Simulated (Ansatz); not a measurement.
# KLiF3 (built on the sites of a database entry of KAgF3): phonons and vibrational spectra

Aim: the vibrations of KLiF3 (built on the sites of a database entry of KAgF3), their spectra, and whether the structure is stable.

Method: DFT LDA, scalar-relativistic, plane waves, PAW, in Ansatz 0.2.0.

The structure was built from a prototype and need not be the compound's stable phase.

**1. The structure**

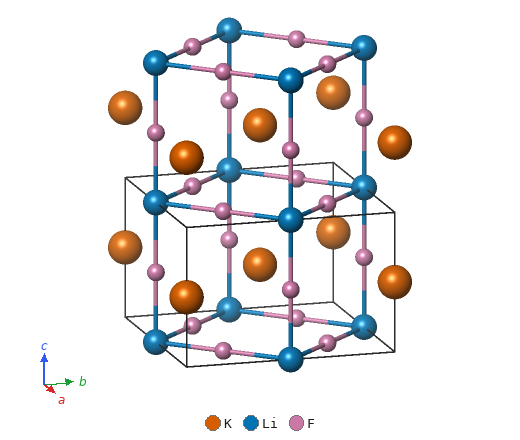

The starting structure, seen slightly off an axis (potassium orange, lithium blue, fluorine pink). 1×1×2 cells are drawn. This picture shows the conventional cell, with its axes. Some periodic images of atoms are drawn too.

Structure file:

```cif
data_structure
_symmetry_space_group_name_H-M 'Cmmm'
_symmetry_Int_Tables_number 65
_cell_length_a 6.0509
_cell_length_b 6.1330
_cell_length_c 4.0593
_cell_angle_alpha 90.000
_cell_angle_beta 90.000
_cell_angle_gamma 90.000
_cell_volume 150.64
loop_
_atom_site_label
_atom_site_type_symbol
_atom_site_symmetry_multiplicity
_atom_site_Wyckoff_symbol
_atom_site_fract_x
_atom_site_fract_y
_atom_site_fract_z
_atom_site_occupancy
K1 K 2 d 0.00000 0.00000 0.50000 1
Li1 Li 2 b 0.50000 0.00000 0.00000 1
F1 F 4 e 0.25000 0.75000 0.00000 1
F2 F 2 c 0.50000 0.00000 0.50000 1
```

**2. Coarse relaxation**

A rough relaxation comes first, because large forces or stress need no tight tolerances yet.

Input file input.yaml:

```yaml
crystal:
  lattice:
    - [3.02543, -3.06651, 0.0]
    - [3.02543, 3.06651, 0.0]
    - [0.0, 0.0, 4.05934]
  atoms:
    - { symbol: K, position: [0.0, 0.0, 0.5] }
    - { symbol: Li, position: [0.5, 0.5, 0.0] }
    - { symbol: F, position: [0.5, 0.0, 0.0] }
    - { symbol: F, position: [0.0, 0.5, 0.0] }
    - { symbol: F, position: [0.5, 0.5, 0.5] }
kpoints:
  mp_grid: { grid: [6, 6, 6] }
hamiltonian:
  xc: lda
scf:
  occupations: { method: gaussian, width: 0.1 }
output:
  forces: true
  stress: true
  eigenvalues: true
relax:
  adjacent_minimum: "off"
  f_tol: 0.05
  max_steps: 80
  cell: { stress_tol: 0.5 }
```

Started as:

```sh
$ ansatz run input.yaml --threads 8 --pin off --max-ram 14336MiB --backend cpu --events-out ev --progress --plain --runs-dir out
```

Numbers of over 12 decimals in the logs are rounded to 6 here.

What it wrote:

```text
The last accepted step is kept in <dir> (removed where the run ends without a failure and the disk answers)
Engine: ansatz 0.2.0, x86_64-unknown-linux-gnu
Pseudopotentials: kind: paw
Pseudopotential: K, paw, valence charge 9, recommended cutoff 420 eV (normal), K.paw.azcp
Pseudopotential: Li, paw, valence charge 3, recommended cutoff 420 eV (normal), Li.paw.azcp
[...]
cell:  # Å, volume = 55.7549 Å³
    - [2.673512, -2.729986, 0.0]
    - [2.673512, 2.729986, 0.0]
    - [0.0, 0.0, 3.819532]
  atoms:
    - { symbol: K, position: [0, 0, 0.500000] }
    - { symbol: Li, position: [0.500000, 0.500000, 0.0] }
    - { symbol: F, position: [0.500000, 0.0, 0.0] }
    - { symbol: F, position: [0.0, 0.500000, 0.0] }
    - { symbol: F, position: [0.500000, 0.500000, 0.500000] }
[key lines of the parts left out:]
SCF converged after 6 iterations
Free energy (F): -4082.046463 eV
Fermi energy:    1.279525 eV
P = ⅓ Tr σ = 0.0079 GPa (0.079 kbar)
```

Wall time 3 s (8 threads of Intel Xeon 6975P-C (Granite Rapids), shared host); peak memory 0.5 GiB.

This run has no spin polarisation although its electron count is odd.

The steps of the relaxation:

```
step  energy less that of the first step (eV)  largest force component (eV/Å)  pressure (GPa)  volume (Å³)
   1                                   0.0000                          0.0000           -8.17        75.32
   2                                  -0.4654                          0.0000           -5.56        65.79
   3                                  -0.6954                          0.0000           -0.68        57.47
   4                                  -0.7058                          0.0000            0.36        56.32
  5*                                  -0.6827                          0.0000           -0.55        56.32
   6                                  -0.6868                          0.0000            0.09        55.75
  7*                                  -0.6837                          0.0000            0.01        55.75
```

Relaxation steps marked * repeat the geometry before them on a plane-wave basis chosen anew for their cell, so energy and pressure can jump there.

The run keeps the 8 symmetry operations that it works with, so distortions that break them were not tested.

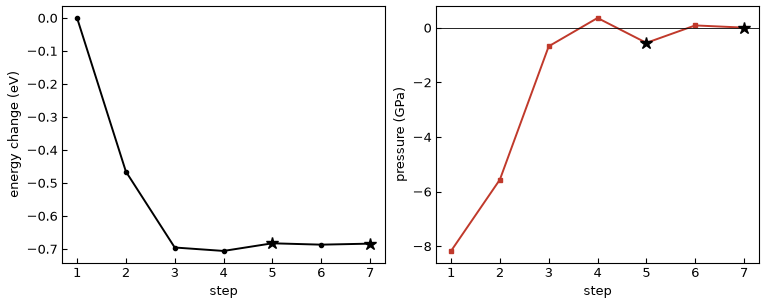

Energy and pressure along the relaxation. Stars mark steps on a basis chosen anew.

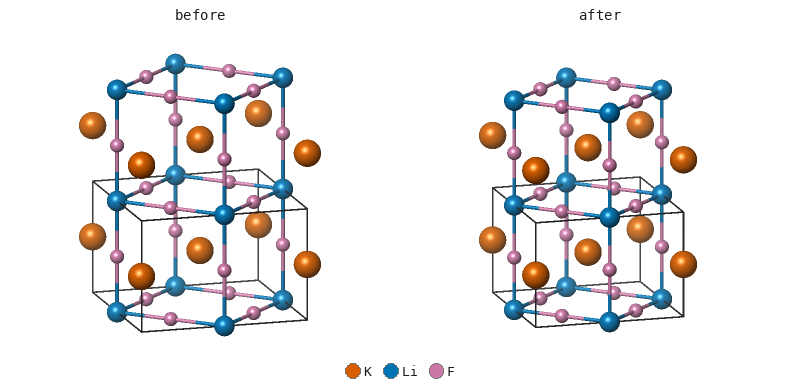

Before and after, at one scale.

```
conventional cell, symmetrised  before  after   change
                         a (Å)   6.051  5.347  -11.6 %
                         b (Å)   6.133  5.460  -11.0 %
                         c (Å)   4.059  3.820   -5.9 %
              volume (Å³/atom)   15.06  11.15  -26.0 %
```

The relaxed structure:

```xyz
5
Lattice="2.6735 -2.7300 0.0000 2.6735 2.7300 0.0000 0.0000 0.0000 3.8195" Properties=species:S:1:pos:R:3 pbc="T T T"
K     0.0000    0.0000    1.9098
Li    2.6735    0.0000    0.0000
F     1.3368   -1.3650    0.0000
F     1.3368    1.3650    0.0000
F     2.6735    0.0000    1.9098
```

Numbers from this step:

```yaml
pressure: 0.007933 GPa
volume_per_atom: 11.15 Å³
gap_on_the_k_mesh: 0 eV
```

In this step the volume went from 15.06 to 11.15 Å³/atom.

**3. Relaxation**

Harmonic phonons are second derivatives at a point where the forces vanish, and they are wanted at zero stress, so atoms and cell are relaxed first.

Input file input.yaml:

```yaml
crystal:
  lattice:
    - [2.6735119925, -2.7299859959, 0.0]
    - [2.6735119925, 2.7299859959, 0.0]
    - [0.0, 0.0, 3.8195320219]
  atoms:
    - { symbol: K, position: [0.0, 0.0, 0.5] }
    - { symbol: Li, position: [0.5, 0.5, 0.0] }
    - { symbol: F, position: [0.5, 0.0, 0.0] }
    - { symbol: F, position: [0.0, 0.5, 0.0] }
    - { symbol: F, position: [0.5, 0.5, 0.5] }
kpoints:
  mp_grid: { grid: [10, 10, 10] }
hamiltonian:
  xc: lda
scf:
  occupations: { method: gaussian, width: 0.1 }
output:
  forces: true
  stress: true
  eigenvalues: true
  write_density: true
  write_potential: true
  elf: true
  volumetric_format: npy
relax:
  adjacent_minimum: "off"
  f_tol: 0.005
  max_steps: 80
  cell: { stress_tol: 0.05 }
```

What it wrote:

```text
[...]
Crystal: 5 atoms, lattice volume = 55.755 Å³
Basis set: ecut = 420 eV, 1077 PW (Γ)
Bands: 22, of which v1, the nominal top of the filled ones, is band 17 counted from 1 (16 counted from 0)
Symmetry: 8 space group operations
[...]
k-points: 186 of 1000
[...]
SCF iter   1: F=—  HF=-4082.107301 eV  |F-HF|=—  |Δ(HF+E_count)|=         —  Δρ=2.14e-2  dr2=1.68e-1  ethr=1.77e-3  ⟨swp⟩=5.0  Hψ=18091  notcnv=0
[...]
SCF iter   9: F=-4082.048478 eV  HF=-4082.048478 eV  |F-HF|=3.65e-8  |Δ(HF+E_count)|=   1.55e-7  Δρ=9.90e-6  dr2=5.83e-8  ethr=3.03e-10  ⟨swp⟩=11.0  Hψ=26049  notcnv=0
SCF 1 converged in 9 iterations: F = -4082.048478 eV  dr2 = 5.83e-8
[...]
relax step   1: F+E_penalty+E_count = -4082.04847846 eV  Δ(F+E_penalty+E_count) = +0.000e0 eV  max|allowed force component| = 5.522e-30 eV/Å  Δτ_max = 0.0000 Å  P = -0.018 GPa  Ω = 55.755 Å³  (9 SCF iters, dr2 threshold 1.00e-7 eV, accepted)
Crystal: 5 atoms, lattice volume = 55.747 Å³
[...]
SCF iter   6: F=-4082.048534 eV  HF=-4082.048534 eV  |F-HF|=6.89e-10  |Δ(HF+E_count)|=   1.25e-9  Δρ=1.62e-6  dr2=1.04e-9  ethr=1.69e-11  ⟨swp⟩=5.0  Hψ=20256  notcnv=0
SCF 2 converged in 6 iterations: F = -4082.048534 eV  dr2 = 1.04e-9
relax step   2: F+E_penalty+E_count = -4082.04853400 eV  Δ(F+E_penalty+E_count) = -5.554e-5 eV  max|allowed force component| = 1.010e-29 eV/Å  Δτ_max = 0.0000 Å  P = -0.009 GPa  Ω = 55.747 Å³  energy of the carried Pulay correction = +4.731e-5 eV  (6 SCF iters, dr2 threshold 1.02e-8 eV, accepted)
Crystal: 5 atoms, lattice volume = 55.727 Å³
[...]
SCF iter   9: F=-4082.048668 eV  HF=-4082.048668 eV  |F-HF|=1.05e-11  |Δ(HF+E_count)|=  4.50e-11  Δρ=2.47e-7  dr2=2.13e-11  ethr=1.00e-12  ⟨swp⟩=5.2  Hψ=16538  notcnv=0
SCF 3 converged in 9 iterations: F = -4082.048668 eV  dr2 = 2.13e-11
relax step   3: F+E_penalty+E_count = -4082.04866840 eV  Δ(F+E_penalty+E_count) = -1.344e-4 eV  max|allowed force component| = 6.461e-29 eV/Å  Δτ_max = 0.0000 Å  P = +0.014 GPa  Ω = 55.727 Å³  energy of the carried Pulay correction = +1.519e-4 eV  (9 SCF iters, accepted)
[...]
relax step   4: F+E_penalty+E_count = -4082.04856151 eV  Δ(F+E_penalty+E_count) = +1.069e-4 eV  max|allowed force component| = 2.019e-29 eV/Å  Δτ_max = 0.0000 Å  P = +0.010 GPa  Ω = 55.727 Å³  stress off target by 5.06e-2 GPa  SCF on the basis re-selected at this cell (its energy is not comparable with the rows above)  (6 SCF iters)
[...]
relax step   5: F+E_penalty+E_count = -4082.04858974 eV  Δ(F+E_penalty+E_count) = -2.823e-5 eV  max|allowed force component| = 1.168e-29 eV/Å  Δτ_max = 0.0000 Å  P = +0.008 GPa  Ω = 55.728 Å³  energy of the carried Pulay correction = -1.453e-5 eV  (7 SCF iters, dr2 threshold 6.41e-9 eV, accepted)
[...]
relax step   6: F+E_penalty+E_count = -4082.04860742 eV  Δ(F+E_penalty+E_count) = -1.768e-5 eV  max|allowed force component| = 7.889e-30 eV/Å  Δτ_max = 0.0000 Å  P = +0.009 GPa  Ω = 55.728 Å³  stress off target by 5.95e-2 GPa  SCF on the basis re-selected at this cell (its energy is not comparable with the rows above)  (6 SCF iters)
[...]
relax step   7: F+E_penalty+E_count = -4082.04861571 eV  Δ(F+E_penalty+E_count) = -8.289e-6 eV  max|allowed force component| = 3.787e-29 eV/Å  Δτ_max = 0.0000 Å  P = +0.004 GPa  Ω = 55.731 Å³  energy of the carried Pulay correction = -3.496e-5 eV  (7 SCF iters, dr2 threshold 8.84e-9 eV, accepted)
[...]
relax step   8: F+E_penalty+E_count = -4082.04867927 eV  Δ(F+E_penalty+E_count) = -6.356e-5 eV  max|allowed force component| = 2.122e-29 eV/Å  Δτ_max = 0.0000 Å  P = +0.006 GPa  Ω = 55.731 Å³  stress off target by 5.36e-2 GPa  SCF on the basis re-selected at this cell (its energy is not comparable with the rows above)  (6 SCF iters)
[...]
relax step   9: F+E_penalty+E_count = -4082.04868200 eV  Δ(F+E_penalty+E_count) = -2.726e-6 eV  max|allowed force component| = 2.001e-29 eV/Å  Δτ_max = 0.0000 Å  P = +0.002 GPa  Ω = 55.733 Å³  energy of the carried Pulay correction = -3.159e-5 eV  (7 SCF iters, dr2 threshold 7.19e-9 eV, accepted)
[...]
SCF iter   6: F=-4082.048729 eV  HF=-4082.048729 eV  |F-HF|=9.09e-13  |Δ(HF+E_count)|=  5.91e-12  Δρ=7.10e-8  dr2=3.03e-12  ethr=1.00e-12  ⟨swp⟩=4.9  Hψ=14939  notcnv=0
SCF 10 converged in 6 iterations: F = -4082.048729 eV  dr2 = 3.03e-12
relax step  10: F+E_penalty+E_count = -4082.04872902 eV  Δ(F+E_penalty+E_count) = -4.703e-5 eV  max|allowed force component| = 1.901e-29 eV/Å  Δτ_max = 0.0000 Å  P = +0.003 GPa  Ω = 55.733 Å³  stress off target by 4.06e-2 GPa  SCF on the basis re-selected at this cell (its energy is not comparable with the rows above)  (6 SCF iters)
[...]
SCF converged after 6 iterations
Free energy (F): -4082.048729 eV
[...]
Internal energy: -4081.999072 eV  (E = F + TS)
E sigma→0 (E₀):  -4082.023901 eV
Entropy (-TS):   -0.049657 eV (-9.931 meV/atom)
Fermi energy:    1.287572 eV
[...]
--- Stress (GPa, compression-positive) ---
       -0.025961       0.000000      -0.000000
        0.000000       0.040648       0.000000
       -0.000000       0.000000      -0.004321
  P = ⅓ Tr σ = 0.0035 GPa (0.035 kbar)
--- Band table (eV; the first three rows and the last of 186) ---
  k-point 0: bands = [... 13 lower, 0.7974, 1.2704, 1.3255, 1.3812, 10.5226, 11.8550, 11.8691, 14.5106, ... 1 higher]
  k-point 1: bands = [... 13 lower, 0.7751, 1.2408, 1.2446, 1.3585, 10.6964, 11.9717, 11.9949, 14.5556, ... 1 higher]
  k-point 2: bands = [... 13 lower, 0.7198, 1.0258, 1.1588, 1.2975, 11.1612, 12.2456, 12.4073, 14.6712, ... 1 higher]
  k-point 185: bands = [... 13 lower, 1.1380, 1.4116, 1.4257, 1.4320, 12.5367, 12.6743, 12.7744, 16.3135, ... 1 higher]
--- Relaxed structure (6 steps of the walk, 6 accepted, 4 SCFs on fresh bases) ---
[...]
cell:  # Å, volume = 55.7334 Å³
    - [2.640427, -2.759592, 0.0]
    - [2.640427, 2.759592, 0.0]
    - [0.0, 0.0, 3.824429]
  atoms:
    - { symbol: K, position: [0, 0, 0.5] }
    - { symbol: Li, position: [0.500000, 0.500000, 0.0] }
    - { symbol: F, position: [0.5, -2.7755575615628914e-17, 0.0] }
    - { symbol: F, position: [-2.7755575615628914e-17, 0.5, 0.0] }
    - { symbol: F, position: [0.500000, 0.500000, 0.5] }
```

Elapsed: 8.8 s, on 8 threads; peak memory 0.6 GiB; 62 s of CPU time.

The steps of the relaxation:

```
step  energy less that of the first step (eV)  largest force component (eV/Å)  pressure (GPa)  volume (Å³)
   1                                   0.0000                          0.0000           -0.02        55.75
   2                                  -0.0001                          0.0000           -0.01        55.75
   3                                  -0.0002                          0.0000            0.01        55.73
  4*                                  -0.0001                          0.0000            0.01        55.73
   5                                  -0.0001                          0.0000            0.01        55.73
  6*                                  -0.0001                          0.0000            0.01        55.73
   7                                  -0.0001                          0.0000            0.00        55.73
  8*                                  -0.0002                          0.0000            0.01        55.73
   9                                  -0.0002                          0.0000            0.00        55.73
 10*                                  -0.0003                          0.0000            0.00        55.73
```

Relaxation steps marked * repeat the geometry before them on a plane-wave basis chosen anew for their cell, so energy and pressure can jump there.

Forces are held to the 8 operations that the run works with; a distortion that breaks them can't arise in this run.

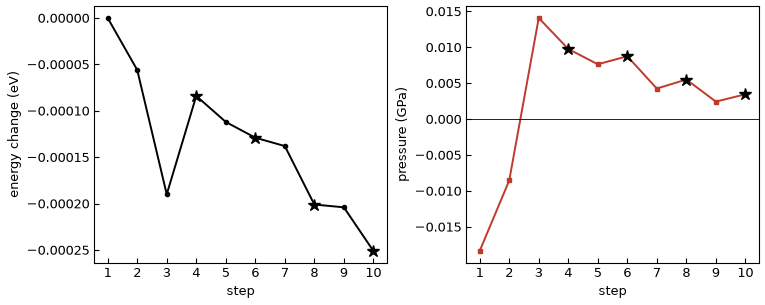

Energy and pressure along the relaxation. Stars mark steps on a basis chosen anew.

```csv
"conventional cell, symmetrised",before,after,change
a (Å),5.347,5.281,-1.2 %
b (Å),5.460,5.519,+1.1 %
c (Å),3.820,3.824,+0.1 %
volume (Å³/atom),11.15,11.15,-0.0 %
```

Final coordinates:

```xyz
5
Lattice="2.6404 -2.7596 0.0000 2.6404 2.7596 0.0000 0.0000 0.0000 3.8244" Properties=species:S:1:pos:R:3 pbc="T T T"
K     0.0000    0.0000    1.9122
Li    2.6404    0.0000    0.0000
F     1.3202   -1.3798    0.0000
F     1.3202    1.3798    0.0000
F     2.6404    0.0000    1.9122
```

This step gave:

- pressure: 0.003455 GPa

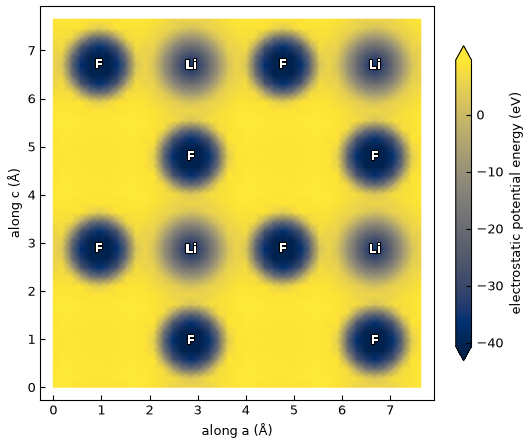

Electrostatic potential energy in the ac plane of the cell as run, not the conventional one, at fractional y = 0.500, with atoms of Li and F within 0.2 Å of it. With pseudopotentials it is smooth inside the atoms' cores, unlike the true potential. The map starts off the cell's origin, so that atoms lie inside it.

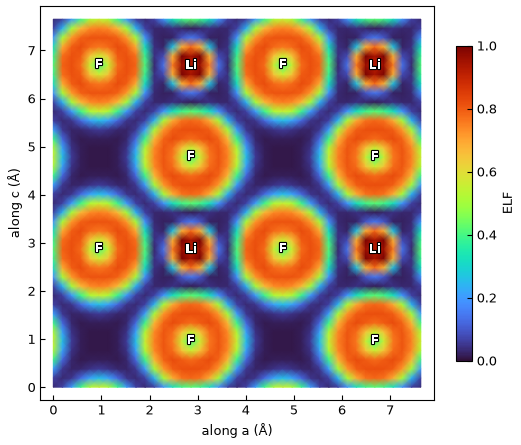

ELF in the ac plane of the cell as run, not the conventional one, at fractional y = 0.500, with atoms of Li and F within 0.2 Å of it. It is the smooth field of the valence electrons, not physical close to the nuclei. The map starts off the cell's origin, so that atoms lie inside it.

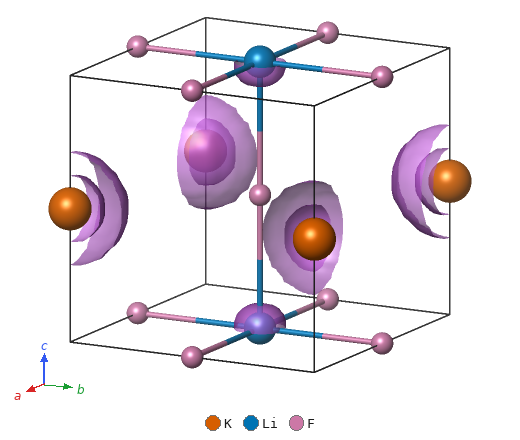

Surface of ELF = 0.85. Drawn on the cell as run, not the conventional one.

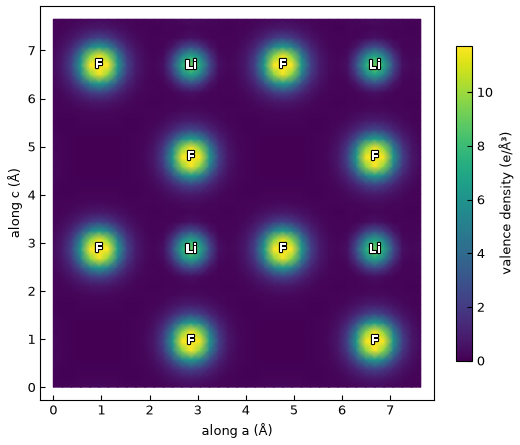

Valence density in the ac plane of the cell as run, not the conventional one, at fractional y = 0.500, with atoms of Li and F within 0.2 Å of it. It is the smooth field of the valence electrons, not physical close to the nuclei. The map starts off the cell's origin, so that atoms lie inside it.

In this step the volume went from 11.15 to 11.15 Å³/atom.

**4. Relaxing to small forces for the phonons**

Phonons need a cell at rest on their own settings, so the relaxation is repeated with tight tolerances on forces and stress on the k mesh and occupations of the first response run.

Input file input.yaml:

```yaml
crystal:
  lattice:
    - [2.6404273125, -2.7595924328, 0.0]
    - [2.6404273125, 2.7595924328, 0.0]
    - [0.0, 0.0, 3.8244290892]
  atoms:
    - { symbol: K, position: [0.0, 0.0, 0.5] }
    - { symbol: Li, position: [0.5, 0.5, 0.0] }
    - { symbol: F, position: [0.5, 0.0, 0.0] }
    - { symbol: F, position: [0.0, 0.5, 0.0] }
    - { symbol: F, position: [0.5, 0.5, 0.5] }
kpoints:
  mp_grid: { grid: [12, 12, 12] }
hamiltonian:
  xc: lda
scf:
  occupations: { method: methfessel_paxton, width: 0.2 }
output:
  forces: true
  stress: true
  eigenvalues: true
relax:
  adjacent_minimum: "off"
  f_tol: 0.001
  max_steps: 60
  cell: { stress_tol: 0.01 }
```

What it wrote:

```text
[...]
Crystal: 5 atoms, lattice volume = 55.733 Å³
Basis set: ecut = 420 eV, 1081 PW (Γ)
Bands: 22, of which v1, the nominal top of the filled ones, is band 17 counted from 1 (16 counted from 0)
Symmetry: 8 space group operations
[...]
k-points: 301 of 1728
[...]
--- Relaxed structure (6 steps of the walk, 6 accepted, 3 SCFs on fresh bases) ---
[...]
cell:  # Å, volume = 55.6914 Å³
    - [2.635210, -2.764004, 0.0]
    - [2.635210, 2.764004, 0.0]
    - [0.0, 0.0, 3.823000]
  atoms:
    - { symbol: K, position: [0, 0, 0.500000] }
    - { symbol: Li, position: [0.5, 0.5, 0.0] }
    - { symbol: F, position: [0.5, 0.0, 0.0] }
    - { symbol: F, position: [0.0, 0.5, 0.0] }
    - { symbol: F, position: [0.5, 0.5, 0.500000] }
[key lines of the parts left out:]
SCF converged after 5 iterations
Free energy (F): -4082.032728 eV
Fermi energy:    1.292656 eV
P = ⅓ Tr σ = 0.0003 GPa (0.003 kbar)
```

Wall time 11 s (8 threads); peak memory 0.68 GiB.

Relaxation path:

```
step  energy less that of the first step (eV)  largest force component (eV/Å)  pressure (GPa)  volume (Å³)
   1                                   0.0000                          0.0000           -0.04        55.73
   2                                  -0.0001                          0.0000           -0.02        55.71
   3                                  -0.0002                          0.0000            0.01        55.69
   4                                  -0.0002                          0.0000            0.00        55.70
  5*                                   0.0000                          0.0000           -0.01        55.70
   6                                  -0.0001                          0.0000            0.00        55.69
  7*                                   0.0000                          0.0000            0.00        55.69
   8                                   0.0000                          0.0000            0.00        55.69
  9*                                  -0.0001                          0.0000            0.00        55.69
```

Relaxation steps marked * repeat the geometry before them on a plane-wave basis chosen anew for their cell, so energy and pressure can jump there.

Forces are held to the 8 operations that the run works with; a distortion that breaks them can't arise in this run.

```csv
"conventional cell, symmetrised",before,after,change
a (Å),5.281,5.270,-0.2 %
b (Å),5.519,5.528,+0.2 %
c (Å),3.824,3.823,-0.0 %
volume (Å³/atom),11.15,11.14,-0.1 %
```

This step gave:

- pressure: 2.58e-4 GPa
- volume per atom: 11.14 Å³

The forces vanish by symmetry and the pressure is 0.000 GPa, within the tolerances set. The cell now holds 11.14 Å³/atom.

(Part 1 of 2 ends here.)

[Logs are printed without paths, hosts, clocks, repeated set-up lines and the standing remarks that a program may print on its own settings, such as how far it seeks lower states.]

[Hosts, paths, dates, database ids (printed as entryN), source tags and the programs' standing remarks are cut or masked in the printed files.]
